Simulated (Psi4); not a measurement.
**CH$_{5}$Ga (charge −1): energy and gradient calculation (part 1 of 2)**

System: CH$_{5}$Ga, charge −1, multiplicity 2.
Method: wB97X/def2-SVPD, UKS (Psi4 1.11).

The geometry is that of the parent species in another charge or spin state. The geometry comes from this level: PBE0-D4/def2-TZVP.

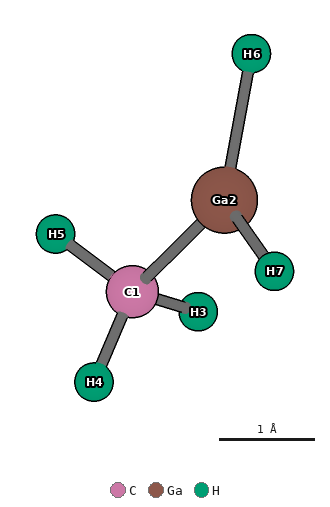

Fig. 1: The input geometry (ball-and-stick view, seen at a tilt; atoms are numbered from 1 in the order of the input). Sticks mark near contacts.

### Key numbers

```tsv
quantity	value
outcome	converged
total energy	−1965.686974 hartree
basis functions	98
largest force	0.717 eV/Å
⟨S²⟩	0.752
hardware	1 thread of Intel Xeon @ 2.90GHz (Ice Lake), 64 GiB of memory available, shared host
wall time	55 s
peak memory	0.84 GiB
```

### Notes

The record of the run, not the program, notes: unbound anion.

### Input (calc.py)
```python
import psi4

psi4.set_memory('1600 MB')
psi4.set_num_threads(1)
psi4.set_output_file('ch5ga.out', False)

with open('ch5ga.xyz') as f:
    atoms = ''.join(f.readlines()[2:])
m = psi4.geometry('-1 2\n' + atoms + 'symmetry c1\nno_reorient\nno_com')

psi4.set_options({
    'basis': 'def2-SVPD',
    'reference': 'uks',
    'puream': True,
    'e_convergence': 1e-09,
    'd_convergence': 1e-08,
    'scf_type': 'pk',
    'dft_radial_points': 99,
    'dft_spherical_points': 590,
    'maxiter': 200,
})

e, wfn = psi4.gradient('wb97x', return_wfn=True)
psi4.oeprop(wfn, 'DIPOLE', 'LOWDIN_CHARGES', 'MAYER_INDICES', title='WB97X')
print('gradient / Eh bohr^-1')
print(e.np.round(6))
print(f'energy = {wfn.energy():.10f} Eh')
```

### File ch5ga.xyz
```
7
CH5Ga
C     -0.632400    -0.456000    -0.459400
Ga     0.757000     0.507000     0.544700
H     -1.177800     0.260300    -1.083600
H     -0.216500    -1.221000    -1.115900
H     -1.362100    -0.913700     0.211700
H      0.374300     1.328300     1.832400
H      2.257500     0.495000     0.070100
```

Run as:
```bash
python calc.py
```

### Log
```
Psi4 1.11 release

gradient() will perform analytic gradient computation.

   => Loading Basis Set <=

    Name: DEF2-SVPD
    Role: ORBITAL
    Keyword: BASIS

         ---------------------------------------------------------
                                   SCF
                              UKS Reference
                        1 Threads,   1525 MiB Core
         ---------------------------------------------------------

  ==> Geometry <==

    Molecular point group: c1
    Full point group: C1

    Geometry (in Angstrom), charge = -1, multiplicity = 2:

       Center              X                  Y                   Z               Mass
    ------------   -----------------  -----------------  -----------------  -----------------
         C           -0.632400000000    -0.456000000000    -0.459400000000    12.000000000000
         GA           0.757000000000     0.507000000000     0.544700000000    68.925573500000
         H           -1.177800000000     0.260300000000    -1.083600000000     1.007825032230
         H           -0.216500000000    -1.221000000000    -1.115900000000     1.007825032230
         H           -1.362100000000    -0.913700000000     0.211700000000     1.007825032230
         H            0.374300000000     1.328300000000     1.832400000000     1.007825032230
         H            2.257500000000     0.495000000000     0.070100000000     1.007825032230

  Running in c1 symmetry.

  Rotational constants: A =      2.45747  B =      0.16675  C =      0.16080 [cm^-1]
  Rotational constants: A =  73673.06986  B =   4999.17601  C =   4820.64508 [MHz]
  Nuclear repulsion =  102.840799765413493

  Charge       = -1
  Multiplicity = 2
  Electrons    = 43
  Nalpha       = 22
  Nbeta        = 21

  ==> Algorithm <==

  SCF Algorithm Type is PK.
  DIIS enabled.
  MOM disabled.
  Fractional occupation disabled.
  Guess Type is SAD.
  Energy threshold   = 1.00e-09
  Density threshold  = 1.00e-08
  Integral threshold = 1.00e-12

  ==> Primary Basis <==

  Basis Set: DEF2-SVPD
    Blend: DEF2-SVPD
    Number of shells: 42
    Number of basis functions: 98
    Number of Cartesian functions: 104
    Spherical Harmonics?: true
    Max angular momentum: 2

  ==> DFT Potential <==

   => LibXC <=

    Version 7.1.2

   => Composite Functional: WB97X <=

    wB97X Hyb-GGA Exchange-Correlation Functional

    Deriv               =              1
    GGA                 =           TRUE
    Meta                =          FALSE

    Exchange Hybrid     =           TRUE
    MP2 Hybrid          =          FALSE

   => Exchange-Correlation Functionals <=

    1.0000   wB97X range-separated functional

   => Exact (HF) Exchange <=

    0.8423            HF,LR [omega = 0.3000]
    0.1577               HF

   => LibXC Density Thresholds  <==

    XC_HYB_GGA_XC_WB97X:  1.00E-14

   => Molecular Quadrature <=

    Radial Scheme          =       TREUTLER
    Pruning Scheme         =           NONE
    Nuclear Scheme         =       TREUTLER

    Blocking Scheme        =         OCTREE
    BS radius alpha        =              1
    Pruning alpha          =              1
    Radial Points          =             99
    Spherical Points       =            590
    Total Points           =         392112
    Total Blocks           =           2825
    Max Points             =            256
    Max Functions          =             98
    Weights Tolerance      =       1.00E-15

  ==> Integral Setup <==

  Using in-core PK algorithm.
   Calculation information:
      Number of atoms:                   7
      Number of AO shells:              42
      Number of primitives:             76
      Number of atomic orbitals:       104
      Number of basis functions:        98

      Integral cutoff                 1.00e-12
      Number of threads:                 1

  Performing in-core PK
  Using 35305578 doubles for integral storage.
  We computed 404353 shell quartets total.
  Whereas there are 408156 unique shell quartets.

  Computing range-separated integrals for PK
  We computed 404353 wK shell quartets total.
  Whereas there are 408156 wK unique shell quartets.

  ==> DiskJK: Disk-Based J/K Matrices <==

    J tasked:                  Yes
    K tasked:                  Yes
    wK tasked:                 Yes
    Omega:               3.000E-01
    Memory [MiB]:              703
    Schwarz Cutoff:          1E-12

  Cached 33.3% of DFT collocation blocks in 0.318 [GiB].

  Minimum eigenvalue in the overlap matrix is 6.0369841676E-04.
  Reciprocal condition number of the overlap matrix is 7.6938384790E-05.
    Using symmetric orthogonalization.

  ==> Pre-Iterations <==

  SCF Guess: Superposition of Atomic Densities via on-the-fly atomic UHF (no occupation information).

   -------------------------
    Irrep   Nso     Nmo
   -------------------------
     A         98      98
   -------------------------
    Total      98      98
   -------------------------

  ==> Iterations <==

                        Total Energy        Delta E     RMS |[F,P]|

   @UKS iter SAD: -1961.82052644063879   -1.96182e+03   0.00000e+00
   @UKS iter   1: -1963.58071012875484   -1.76018e+00   2.69993e-02 ADIIS/DIIS
   @UKS iter   2: -1908.07136587160221    5.55093e+01   7.17509e-02 ADIIS/DIIS
   @UKS iter   3: -1965.53574993039751   -5.74644e+01   8.40761e-03 ADIIS/DIIS
   @UKS iter   4: -1965.67751219691559   -1.41762e-01   2.03983e-03 ADIIS/DIIS
   @UKS iter   5: -1965.68654512353282   -9.03293e-03   2.06657e-04 ADIIS/DIIS
   @UKS iter   6: -1965.68688762559100   -3.42502e-04   8.28754e-05 DIIS
   @UKS iter   7: -1965.68695426069826   -6.66351e-05   3.21354e-05 DIIS
   @UKS iter   8: -1965.68696908367292   -1.48230e-05   1.30144e-05 DIIS
   @UKS iter   9: -1965.68697278022410   -3.69655e-06   3.22330e-06 DIIS
   @UKS iter  10: -1965.68697345028659   -6.70062e-07   1.77518e-06 DIIS
   @UKS iter  11: -1965.68697368197400   -2.31687e-07   7.91209e-07 DIIS
   @UKS iter  12: -1965.68697377216381   -9.01898e-08   4.76204e-07 DIIS
   @UKS iter  13: -1965.68697379720743   -2.50436e-08   1.38849e-07 DIIS
   @UKS iter  14: -1965.68697379880473   -1.59730e-09   7.11860e-08 DIIS
   @UKS iter  15: -1965.68697379932837   -5.23642e-10   2.33904e-08 DIIS
   @UKS iter  16: -1965.68697379937862   -5.02496e-11   1.17859e-08 DIIS
   @UKS iter  17: -1965.68697379939090   -1.22782e-11   4.46263e-09 DIIS
  Energy and wave function converged.

  ==> Post-Iterations <==

   Electrons on quadrature grid:
      Nalpha   =   22.0000001699 ; deviation = 1.699e-07
      Nbeta    =   21.0000001415 ; deviation = 1.415e-07
      Ntotal   =   43.0000003114 ; deviation = 3.114e-07

   @Spin Contamination Metric:   2.290844094E-03
   @S^2 Expected:                7.500000000E-01
   @S^2 Observed:                7.522908441E-01
   @S   Expected:                5.000000000E-01
   @S   Observed:                5.000000000E-01

    Orbital Energies [Eh]
    ---------------------

    Alpha Occupied:

       1A   -372.097019     2A    -45.683808     3A    -40.451554
       4A    -40.449245     5A    -40.448871     6A    -10.070976
       7A     -5.345291     8A     -3.635884     9A     -3.631558
      10A     -3.630741    11A     -0.697410    12A     -0.693243
      13A     -0.692333    14A     -0.690768    15A     -0.690597
      16A     -0.614598    17A     -0.340271    18A     -0.326584
      19A     -0.321132    20A     -0.181757    21A     -0.178912
      22A      0.016852

    Alpha Virtual:

      23A      0.196682    24A      0.240148    25A      0.264736
      26A      0.284685    27A      0.290941    28A      0.294948
      29A      0.305721    30A      0.333416    31A      0.358389
      32A      0.372736    33A      0.389220    34A      0.399165
      35A      0.422666    36A      0.423889    37A      0.431498
      38A      0.449711    39A      0.486873    40A      0.493935
      41A      0.528708    42A      0.541373    43A      0.549157
      44A      0.566220    45A      0.577208    46A      0.578620
      47A      0.594966    48A      0.603739    49A      0.612914
      50A      0.618785    51A      0.624181    52A      0.673063
      53A      0.681002    54A      0.705927    55A      0.715816
      56A      0.735387    57A      0.779357    58A      0.835680
      59A      0.887543    60A      0.910559    61A      0.931603
      62A      0.965220    63A      0.978197    64A      0.991008
      65A      1.121483    66A      1.156911    67A      1.182350
      68A      1.229476    69A      1.291355    70A      1.297583
      71A      1.326723    72A      1.381362    73A      1.399958
      74A      1.823640    75A      1.833426    76A      1.958696
      77A      2.038435    78A      2.043323    79A      2.093804
      80A      2.118200    81A      2.135822    82A      2.153069
      83A      2.174863    84A      2.245294    85A      2.297544
      86A      2.314749    87A      2.427167    88A      2.535342
      89A      2.548763    90A      2.554864    91A      2.699221
      92A      2.777783    93A      2.805516    94A      2.826518
      95A      2.909212    96A      3.097202    97A      3.375784
      98A      3.377146

    Beta Occupied:

       1A   -372.096320     2A    -45.683662     3A    -40.450417
       4A    -40.449059     5A    -40.448678     6A    -10.071128
       7A     -5.344603     8A     -3.633851     9A     -3.631404
      10A     -3.630588    11A     -0.696830    12A     -0.692257
      13A     -0.692239    14A     -0.689084    15A     -0.688886
      16A     -0.612962    17A     -0.326310    18A     -0.322748
      19A     -0.316393    20A     -0.180293    21A     -0.177176

    Beta Virtual:

      22A      0.198365    23A      0.212249    24A      0.241299
      25A      0.263834    26A      0.277656    27A      0.287261
      28A      0.291137    29A      0.302383    30A      0.326011
      31A      0.358209    32A      0.366282    33A      0.391860
      34A      0.395717    35A      0.409733    36A      0.419572
      37A      0.438917    38A      0.456563    39A      0.486322
      40A      0.494569    41A      0.535820    42A      0.541093
      43A      0.544681    44A      0.563197    45A      0.571053
      46A      0.574710    47A      0.592583    48A      0.597070
      49A      0.607704    50A      0.613478    51A      0.622036
      52A      0.666428    53A      0.677331    54A      0.703239
      55A      0.714818    56A      0.720520    57A      0.785448
      58A      0.835971    59A      0.897483    60A      0.909960
      61A      0.934601    62A      0.968962    63A      0.977948
      64A      0.989719    65A      1.121105    66A      1.157333
      67A      1.183523    68A      1.229766    69A      1.291349
      70A      1.297042    71A      1.324998    72A      1.383843
      73A      1.399883    74A      1.822453    75A      1.832260
      76A      1.959651    77A      2.039485    78A      2.042950
      79A      2.094252    80A      2.117134    81A      2.135781
      82A      2.153808    83A      2.175333    84A      2.244964
      85A      2.297966    86A      2.314471    87A      2.429383
      88A      2.535797    89A      2.548542    90A      2.554643
      91A      2.698630    92A      2.777097    93A      2.805527
      94A      2.826964    95A      2.908373    96A      3.097826
      97A      3.376396    98A      3.377420

    Final Occupation by Irrep:
              A
    DOCC [    21 ]
    SOCC [     1 ]
    NA   [    22 ]
    NB   [    21 ]
```
